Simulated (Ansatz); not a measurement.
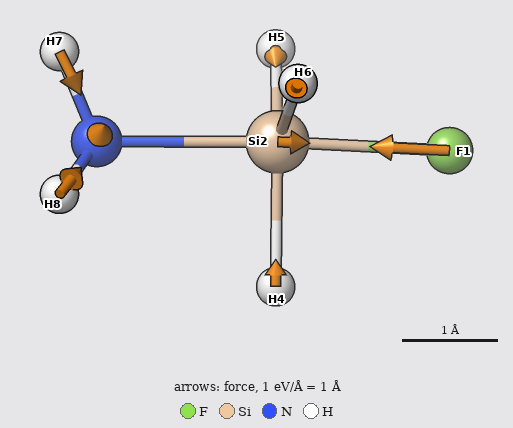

Starting geometry of SiNH$_{5}$F (charge −1) with the computed forces as orange arrows. A ball-and-stick model, seen at a tilt.

These are results of Ansatz 0.2.0, RKS PBE0-D4/def2-TZVPD, not measurements. Settings: force threshold 0.005 eV/Å; at most 200 steps.

Is this structure relaxed? If not, where do the atoms go?

It isn't relaxed: the largest force vector, on the F atom, is 0.86 eV/Å. The final displacements follow the starting forces only in part (cosine between the two patterns 0.72). The atom that moves furthest after the best rigid fit is the F atom (0.074 Å). Largest moves by element: F 0.074 Å, H 0.045 Å, N 0.034 Å, Si 0.002 Å. Some distances before and after: F–Si 1.826 → 1.749 Å, N–Si 1.903 → 1.871 Å, H–Si 1.534 → 1.521 Å, H–N 1.030 → 1.017 Å. The energy falls by 5.47 kJ/mol in 7 geometry steps. Largest force component: 0.81 eV/Å at the start, 0.0026 eV/Å at the end. Cost: 14 s on 2 threads of Intel Xeon 6975P-C (shared host).
